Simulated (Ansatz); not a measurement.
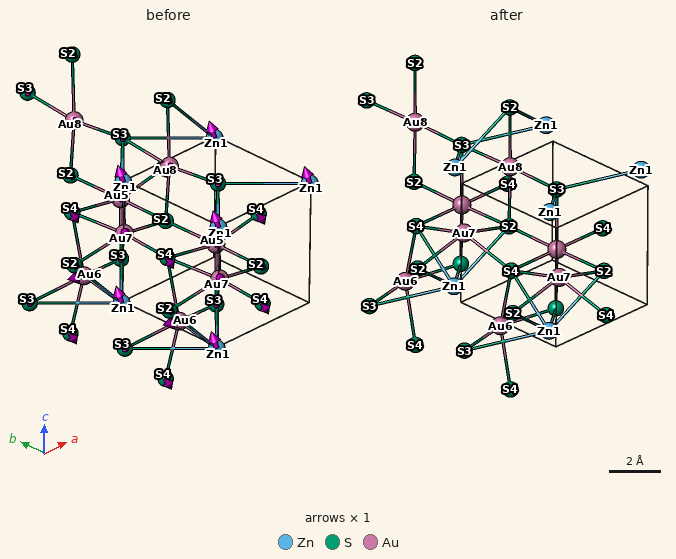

The structure of solid ZnAu$_{4}$S$_{3}$ (a generated structure, set up in P1) (coarse preliminary run) before (left) and after (right) a relaxation, at one scale. The purple arrows give the displacements (the part carried along by the change of the cell is left out), at their true length.

A ball-and-stick model of the cell of the calculation, reduced to other axes, repeated 1 × 2 × 1 with one cell outlined, seen from a free direction. Lengths and directions refer to the drawn axes.

Level of theory: DFT PBE, scalar-relativistic, plane waves, PAW in Ansatz. Set-up: plane-wave cutoff 420 eV; k-point mesh 4 × 4 × 4; occupations gaussian; smearing width 0.2 eV; no spin polarisation; cell and atoms relaxed; force threshold 0.025 eV/Å; at most 60 steps.

Summarise the run.

Answer. The run was cut off at its time limit before the relaxation converged, so the last structure is only a point on the way. The largest move relative to the cell is that of Zn1, 0.75 Å along [0 1 2]. Largest moves by element: Zn 0.75 Å, Au 0.73 Å, S 0.54 Å. The drawn cell changes as follows: a 5.236 → 5.228 Å (−0.2 %), b 5.268 → 5.246 Å (−0.4 %), c 5.381 → 5.334 Å (−0.9 %), α 88.8° → 89.4°, β 88.9° → 90.7°, γ 89.7° → 89.9°; the volume changes by −1.4 %. Near-neighbour distances that change, for instance: Zn1–S4 4.094 → 2.843 Å, S3–Au6 2.191 → 2.695 Å, Zn1–S2 3.726 → 3.258 Å, Zn1–Au7 2.317 → 2.773 Å. Bond angles that change, for instance: Au6–S4–Au7 82.3° → 115.8°, Au6–S4–Au7 94.1° → 62.9°, Au5–S4–Au6 109.0° → 88.7°. The space group stays P1 (No. 1). Over 6 geometry steps the energy falls by 190 meV per atom. The largest force component goes from 3.1 to 0.29 eV/Å. Pressure: 7.34 GPa at the start and −0.35 GPa at the end. The run took 6.5 min on 1 thread of Arm Neoverse V1 (shared host), peak memory 0.52 GiB.
